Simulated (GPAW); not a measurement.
## Core-hole calculation of the P K edge in zinc-blende (GaP)₁₋ₓ(InP)ₓ at x = 0.75

What does the P K edge look like in zinc-blende (GaP)₁₋ₓ(InP)ₓ at x = 0.75?

Method: X-ray absorption from dipole matrix elements to empty bands, plane-wave PAW LDA, in GPAW 26.7.0.

## 1. The structure

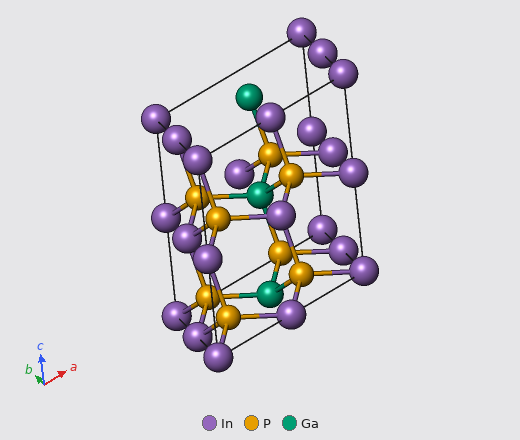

The cell as given, slightly off an axis (indium purple, phosphorus orange, gallium teal). Bonds to atoms that aren't drawn are left out. Some periodic images of atoms are drawn too.

The cell holds 16 atoms: 6 In, 8 P and 2 Ga. Its edges and angles: a = 8.152 Å, b = 8.152 Å, c = 8.152 Å, α = 60.0°, β = 60.0°, γ = 60.0°. 16-atom zinc-blende cell, 6 of 8 Ga sites taken by In at random, lattice constants typed for the ends and interpolated (Vegard).

## 2. Relaxation

The cell was built by hand, so its atoms are relaxed first: near-edge features follow bond lengths closely.

Contents of relax.py:

```python
import numpy as np
from ase import Atoms
from ase.parallel import parprint, paropen
from gpaw import GPAW, PW, FermiDirac, Mixer, MixerDif, setup_paths
from ase.optimize import BFGS

atoms = Atoms('InPInPInPInPInPInPGaPGaP',
    cell=[[0, 5.7645, 5.7645],
     [5.7645, 0, 5.7645],
     [5.7645, 5.7645, 0]],
    scaled_positions=[[0.000679, 0.003568, 0.001416],
     [0.122577, 0.12581, 0.124867],
     [0.997726, 0.999415, 0.501582],
     [0.123738, 0.128622, 0.623271],
     [0.000706, 0.499719, 0.001008],
     [0.126219, 0.625991, 0.120893],
     [0.999351, 0.498827, 0.50087],
     [0.125351, 0.623153, 0.627391],
     [0.501856, 0.006317, 0.998132],
     [0.623204, 0.125318, 0.124276],
     [0.501128, 0.000903, 0.502266],
     [0.625585, 0.125891, 0.62351],
     [0.497428, 0.500371, 0.999299],
     [0.625107, 0.626626, 0.126715],
     [0.499952, 0.499357, 0.50201],
     [0.626478, 0.623596, 0.624719]],
    pbc=True)
atoms.calc = GPAW(legacy_gpaw=True, mode=PW(400, force_complex_dtype=True), xc='LDA', setups={},
    kpts={'size': (3, 3, 3), 'gamma': True}, occupations=FermiDirac(0.08),
    charge=0, mixer=Mixer(0.1, 5, 50), maxiter=150,
    convergence={'density': 0.0001, 'eigenstates': 1e-6}, txt='relax.txt')
steps = []
opt = BFGS(atoms, logfile='-')
opt.attach(lambda: steps.append([atoms.get_potential_energy(), float(np.linalg.norm(atoms.get_forces(), axis=1).max())]))
done = opt.run(fmax=0.05, steps=30)
out = dict(done=bool(done), steps=steps, frac=atoms.get_scaled_positions().tolist())
import json
with paropen('out.json', 'w') as f:
    json.dump(out, f)
```

Command:

```sh
> OMP_NUM_THREADS=1 mpirun -n 4 gpaw python relax.py
```

Numbers of over 12 decimals in the logs are rounded to 6 here.

The log of the run:

```text
Input parameters:
  convergence: {density: 0.0001,
                eigenstates: 1e-06}
  kpts: {gamma: True,
         size: (3, 3, 3)}
  maxiter: 150
  mixer: {backend: pulay,
          beta: 0.1,
          method: separate,
          nmaxold: 5,
          weight: 50}
  mode: {ecut: 400.0,
         force_complex_dtype: True,
         name: pw}
  occupations: {fixmagmom: False,
                name: fermi-dirac,
[...]
Forces in eV/Ang:
[...]
14 Ga   -0.00166    0.00289    0.01470
 15 P     0.00104    0.00107    0.01553
Step     Time          Energy          fmax
BFGS:    0 01:59:33      -78.469558        1.229781
BFGS:    1 02:00:07      -78.584591        1.001136
BFGS:    2 02:00:48      -78.830921        0.192291
BFGS:    3 02:01:17      -78.835747        0.181533
BFGS:    4 02:01:43      -78.839552        0.107259
BFGS:    5 02:02:08      -78.841740        0.033865
[key lines of the parts left out:]
Converged after 6 iterations.
Dipole moment: (-21.770226, -20.973167, -19.604914) |e|*Ang
Free energy:    -78.841740
Fermi level: 5.00315
```

Elapsed: 3.6 min, on 4 MPI ranks of Arm Neoverse V2, shared host; peak memory 0.36 GiB; 15 min of CPU time.

In 5 steps the energy fell by 372 meV (energies extrapolated to zero smearing) and the largest force to 0.034 eV/Å. Atom 14 (P; the text counts from 1, the script from 0) is among those that moved most, by 0.11 Å.

## 3. Ground state of the crystal

The ground state comes first: it tells whether the system has a gap, which decides how the excited electron is treated.

Contents of scf.py:

```python
import numpy as np
from ase import Atoms
from ase.parallel import parprint, paropen
from gpaw import GPAW, PW, FermiDirac, Mixer, MixerDif, setup_paths
from gpaw.test import gen
setup_paths.insert(0, '.')
gen('P', name='nch1s', xcname='LDA', corehole=(1, 0, 0), write_xml=True)
from gpaw.mpi import world
world.barrier()

atoms = Atoms('InPInPInPInPInPInPGaPGaP',
    cell=[[0, 5.7645, 5.7645],
     [5.7645, 0, 5.7645],
     [5.7645, 5.7645, 0]],
    scaled_positions=[[0.9995554, 0.0017529, 0.9997823],
     [0.124951, 0.1253411, 0.1261071],
     [0.0000257, 0.9986576, 0.5012259],
     [0.1246844, 0.125446, 0.6248046],
     [0.9985174, 0.5008932, 0.0010294],
     [0.1388725, 0.6223222, 0.1191852],
     [0.0003671, 0.5012174, 0.4985275],
     [0.1391762, 0.6195982, 0.6210516],
     [0.5004157, 0.0018394, 0.9995155],
     [0.6202652, 0.1404752, 0.1211689],
     [0.5000471, 0.999901, 0.5008708],
     [0.6204985, 0.1402564, 0.6199727],
     [0.4993244, 0.5007382, 0.0005155],
     [0.6147842, 0.6180131, 0.1341259],
     [0.4994606, 0.500687, 0.5003109],
     [0.6161453, 0.6163195, 0.6341214]],
    pbc=True)
atoms.calc = calc = GPAW(legacy_gpaw=True, mode=PW(400, force_complex_dtype=True), xc='LDA', setups={5: 'nch1s'},
    kpts={'size': (3, 3, 3), 'gamma': True}, occupations=FermiDirac(0.05),
    charge=0, mixer=Mixer(0.1, 5, 50), maxiter=150,
    convergence={'density': 0.0001, 'eigenstates': 1e-6}, txt='scf.txt')
energy = atoms.get_potential_energy() + calc.get_reference_energy()
ef = calc.get_fermi_level()
out = dict(energy=energy, fermi=ef, forces=atoms.get_forces().tolist())
parprint(f'all-electron energy {energy:.4f} eV, Fermi level {ef:.4f} eV')
ev = np.array([[calc.get_eigenvalues(k, s) for k in range(len(calc.get_ibz_k_points()))] for s in range(calc.get_number_of_spins())])
out['homo'], out['lumo'], out['counts'] = ev[ev < ef].max(), ev[ev > ef].min(), sorted(set((ev < ef).sum((0, 2)).tolist()))
out['filled'] = (ev[:, 0] < ef).sum(1).tolist()
import json
with paropen('out.json', 'w') as f:
    json.dump(out, f)
```

Command:

```sh
> OMP_NUM_THREADS=1 mpirun -n 4 gpaw python scf.py
```

The log of the run:

```text
Input parameters:
  convergence: {density: 0.0001,
                eigenstates: 1e-06}
  kpts: {gamma: True,
         size: (3, 3, 3)}
  maxiter: 150
  mixer: {backend: pulay,
          beta: 0.1,
          method: separate,
          nmaxold: 5,
          weight: 50}
  mode: {ecut: 400.0,
         force_complex_dtype: True,
         name: pw}
  occupations: {fixmagmom: False,
                name: fermi-dirac,
                width: 0.05}
  setups: {5: nch1s}

Initialize ...

[... PAW data sets ...]

Reference energy: -1138802.701198  # eV

Spin-paired calculation

[... convergence settings ...]
Symmetries present (total): 1
  [... symmetry matrices ...]

27 k-points: 3 x 3 x 3 Monkhorst-Pack grid
14 k-points in the irreducible part of the Brillouin zone
       k-points in crystal coordinates                weights
   0:     0.00000000    0.00000000    0.00000000          1/27
   1:     0.00000000    0.00000000    0.33333333          2/27
   2:     0.00000000    0.33333333   -0.33333333          2/27
   3:     0.00000000    0.33333333    0.00000000          2/27
   4:     0.00000000    0.33333333    0.33333333          2/27
   5:     0.33333333   -0.33333333   -0.33333333          2/27
   6:     0.33333333   -0.33333333    0.00000000          2/27
   7:     0.33333333   -0.33333333    0.33333333          2/27
   8:     0.33333333    0.00000000   -0.33333333          2/27
   9:     0.33333333    0.00000000    0.00000000          2/27
          ...
  13:     0.33333333    0.33333333    0.33333333          2/27

Wave functions: Plane wave expansion
  Cutoff energy: 400.000 eV
  Number of coefficients (min, max): 6879, 6975
  Pulay-stress correction: 0.000000 eV/Ang^3 (de/decut=0.000000)
  Using FFTW library
  Wavefunction extrapolation:
    Improved wavefunction reuse through dual PAW basis

Occupation numbers: Fermi-Dirac:
  width: 0.0500  # eV

Eigensolver
   Davidson(niter=2)

Densities:
  Coarse grid: 40*40*40 grid
  Fine grid: 80*80*80 grid
  Total Charge: 0.000000

Density mixing:
  Method: separate
  Backend: pulay
  Linear mixing parameter: 0.1
  old densities: 5
  Width of damping distribution: 1.1
  Damping of long wavelength oscillations: 50

[... Hamiltonian set-up ...]
Number of atoms: 16
Number of atomic orbitals: 94
Number of bands in calculation: 79
Number of valence electrons: 124
Bands to converge: occupied

... initialized

Initializing position-dependent things.

Density initialized from atomic densities
Creating initial wave functions:
  79 bands from LCAO basis set

              In         In In
                         P

                P
                     Ga
                  P
            Ga         In In
         P             P

              P    In
                P

       P

Atomic positions and initial magnetic moments

Positions:
   0 In     5.773350   11.525182    5.772042    ( 0.0000,  0.0000,  0.0000)
   1 P      1.449473    1.447224    1.442809    ( 0.0000,  0.0000,  0.0000)
   2 In     8.646078    2.889465    5.756910    ( 0.0000,  0.0000,  0.0000)
   3 P      4.324820    4.320429    1.441877    ( 0.0000,  0.0000,  0.0000)
   4 In     2.893333    5.761888    8.643352    ( 0.0000,  0.0000,  0.0000)
   5 P      4.274419    1.487574    4.387907    ( 0.0000,  0.0000,  0.0000)
   6 In     5.763029    2.875878    2.891384    ( 0.0000,  0.0000,  0.0000)
[...]
13 P      4.335705    4.317092    7.106460    ( 0.0000,  0.0000,  0.0000)
  14 Ga     5.770252    5.763183    5.765351    ( 0.0000,  0.0000,  0.0000)
  15 P      7.208167    7.207162    7.104543    ( 0.0000,  0.0000,  0.0000)

Unit cell:
           periodic     x           y           z      points  spacing
  1. axis:    yes    0.000000    5.764500    5.764500    40     0.1664
  2. axis:    yes    5.764500    0.000000    5.764500    40     0.1664
  3. axis:    yes    5.764500    5.764500    0.000000    40     0.1664

  Lengths:   8.152234   8.152234   8.152234
  Angles:   60.000000  60.000000  60.000000

Effective grid spacing dv^(1/3) = 0.1816

iter:   1   -81.496644
iter:   2   -80.546699   -1.65  -1.08
iter:   3   -78.985200   -1.50  -1.14
iter:   4   -78.911501   -3.01  -1.51
iter:   5   -78.887221   -2.65  -1.61
iter:   6   -78.866758c  -2.73  -2.21
iter:   7   -78.841884c  -3.68  -2.23
iter:   8   -78.841340c  -4.81  -2.72
iter:   9   -78.841045c  -4.79  -2.83
iter:  10   -78.840889c  -4.79  -3.16
iter:  11   -78.840710c  -5.67  -3.24
iter:  12   -78.840737c  -5.72  -3.67
iter:  13   -78.840670c  -6.01c -3.61
iter:  14   -78.840666c  -6.96c -4.06c

Converged after 14 iterations.

Dipole moment: (-21.769427, -20.974212, -19.605084) |e|*Ang

Energy contributions relative to reference atoms: (reference = -1138802.701198)

Kinetic:       +161.967140
Potential:     -148.570143
External:        +0.000000
XC:             -93.966776
Entropy (-ST):   -0.000513
Local:           +1.729368
SIC:             +0.000000
--------------------------
Free energy:    -78.840923
Extrapolated:   -78.840666

Showing only first 2 kpts
 Kpt  Band  Eigenvalues  Occupancy
  0    60      4.68967    1.99415
  0    61      4.72907    1.98718
  0    62      5.20372    0.02310
  0    63      5.85783    0.00000

  1    60      4.37505    1.99999
  1    61      4.38444    1.99999
  1    62      6.10828    0.00000
  1    63      6.31045    0.00000

Fermi level: 4.98125

Gap: 0.475 eV
Transition (v -> c):
  (s=0, k=0, n=61, [0.00, 0.00, 0.00]) -> (s=0, k=0, n=62, [0.00, 0.00, 0.00])
No difference between direct/indirect transitions

Forces in eV/Ang:
  0 In    0.00702    0.01325   -0.02323
  1 P    -0.00504   -0.02201    0.00377
  2 In    0.00975   -0.01717   -0.02221
  3 P     0.01468   -0.00162    0.01547
  4 In    0.01285   -0.01264    0.01795
  5 P    -0.01141    0.00194   -0.01637
  6 In    0.02966   -0.01230   -0.01864
[...]
13 P    -0.01420    0.01088    0.01029
 14 Ga   -0.00325    0.00401    0.01200
 15 P    -0.00200    0.00954    0.01828
Scalar-relativistic atomic LDA calculation for P (Phosphorus, Z=15)
Core hole in 1s state (1s occupation: 2.0)
450 radial gridpoints.
|------------------------------------------------|
|------------------------------------------------|
[... the atom generator's iteration count ...]

Energy contributions:
-------------------------
Kinetic:     +341.479749
XC:           -21.839194
Potential:   -660.402537
-------------------------
Total:       -340.761981

state      eigenvalue         ekin         rmax
-----------------------------------------------
1s^2.0 :   -76.281580   106.327718        0.068
2s^2.0 :    -6.362337    15.621703        0.420
2p^6.0 :    -4.575935    14.804944        0.354
3s^2.0 :    -0.515028     2.181743        1.565
3p^3.0 :    -0.205646     1.462587        1.827
-----------------------------------------------
(units: Bohr and Hartree)

Generating PAW setup
Kinetic energy of the core from tauc = 333.550059
Cutoffs:
rc(s)=1.800
rc(p)=1.800
rc(d)=1.800
rc(vbar)=1.620
rc(comp)=1.800
rc(nct)=1.800

Kinetic energy of the core states: 332.728503
Charge: 0.0
Core electrons: 10.0
Valence electrons: 5.0
Pseudo-core charge: 0.181656
Shape function alpha=3.086
Pseudo-electron charge 5.454854
state    eigenvalue         norm
--------------------------------
3s(2) :    -0.515028     1.126397
*s    :     0.484972
3p(3) :    -0.205646     1.006802
*p    :     0.794354
*d    :     0.000000
--------------------------------

Diagonalizing with gridspacing h=0.050

state   all-electron     PAW
-------------------------------
3s:      -0.515028    -0.515337
3p:      -0.205646    -0.205904
*d:                    0.038554
*f:                    0.072541
-------------------------------
all-electron energy -1138881.5419 eV, Fermi level 4.9813 eV
```

Elapsed: 64 s, on 4 MPI ranks; peak memory 0.36 GiB; 4.3 min of CPU time.

The mesh shows a gap of 0.47 eV. The excited electron is kept all the same, so that all members of the series, with or without a gap, are treated alike.

## 4. Reference energy of the cell

The photon energy needs a difference of total energies, so the cell and mesh of the coming hole run are first run without a hole.

Edit scf.py of step 3 so:

```diff
@@ -32,3 +32,3 @@
 atoms.calc = calc = GPAW(legacy_gpaw=True, mode=PW(400, force_complex_dtype=True), xc='LDA', setups={5: 'nch1s'},
-    kpts={'size': (3, 3, 3), 'gamma': True}, occupations=FermiDirac(0.05),
+    kpts={'size': (3, 3, 3), 'gamma': True}, occupations=FermiDirac(0.02),
     charge=0, mixer=Mixer(0.1, 5, 50), maxiter=150,
```

The log of the run:

```text
Input parameters:
  convergence: {density: 0.0001,
                eigenstates: 1e-06}
  kpts: {gamma: True,
         size: (3, 3, 3)}
  maxiter: 150
  mixer: {backend: pulay,
          beta: 0.1,
          method: separate,
          nmaxold: 5,
          weight: 50}
  mode: {ecut: 400.0,
         force_complex_dtype: True,
         name: pw}
  occupations: {fixmagmom: False,
                name: fermi-dirac,
[...]
3s(2) :    -0.515028     1.126397
*s    :     0.484972
3p(3) :    -0.205646     1.006802
*p    :     0.794354
*d    :     0.000000
--------------------------------

Diagonalizing with gridspacing h=0.050

state   all-electron     PAW
-------------------------------
3s:      -0.515028    -0.515337
3p:      -0.205646    -0.205904
*d:                    0.038554
*f:                    0.072541
-------------------------------
all-electron energy -1138881.5420 eV, Fermi level 4.9682 eV
[key lines of the parts left out:]
Converged after 14 iterations.
Dipole moment: (-21.768930, -20.973719, -19.604348) |e|*Ang
Free energy:    -78.840837
Fermi level: 4.96821
```

Elapsed: 65 s, on 4 MPI ranks; peak memory 0.36 GiB.

Reference energy: -1138881.542 eV with the cores included.

(Part 1 of 2 ends here.)

[Banner, clock and machine lines of the logs are left out without a mark of their own.]

[Logs are printed without paths, hosts, clocks, repeated set-up lines and the standing remarks that a program may print on its own settings, such as how far it seeks lower states.]

[Hosts, paths, dates, database ids (printed as entryN), source tags and the programs' standing remarks are cut or masked in the printed files.]

[Lists of maxima count a maximum above −3 eV only where it reaches 4 % of the highest in the window and stands out from its surroundings by 2 % of it (1.5 % where it reaches 55 %); shoulders and weaker maxima are passed over, and of the rest the first, up to two pre-edge ones and the few strongest are named.]
